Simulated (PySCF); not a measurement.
```xyz
7

P    -1.5399   -0.9998   -1.7712
S    -1.8633   -1.0976    0.2831
Si   -2.0218    0.8521   -0.6241
H    -0.8714    1.7663   -0.4681
H    -3.3812    1.3719   -0.8797
H    -0.2372   -1.3887   -2.1577
H    -2.4759   -1.7424   -2.5263
```

Geometry: PBE0-D4/def2-SVP.

All numbers below come from Gaussian-basis quantum chemistry of an isolated molecule with PySCF, energy and nuclear gradient, functional PBE0 (PySCF 2.14.0).

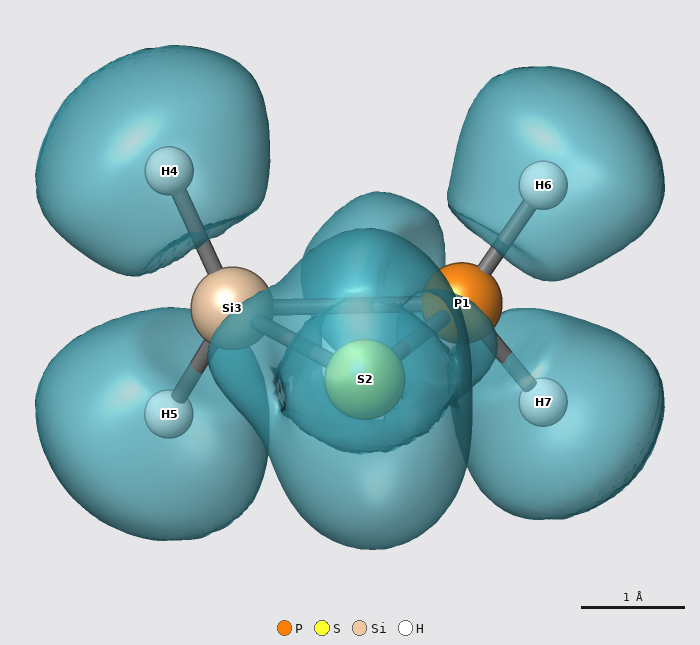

H4PSSi (charge +1). Isosurface of the ELF at 0.75 (cyan), seen at a tilt. Only the valence region is drawn (cores and ρ < 0.01 e/Å³ removed).

Identify the bonds, lone pairs and shells in this picture.

At this value the surface marks out four regions around hydrogen nuclei, one region on P in which the atom's valence shell and bonds are merged and one region on S in which the atom's valence shell and bonds are merged. Profiles from the grid: P–S (2.08 Å): the ELF peaks at about 0.85 between the atoms: a covalent bond. Si–S (2.16 Å): the ELF peaks at about 0.85 between the atoms, as expected for localised, covalent bonding.
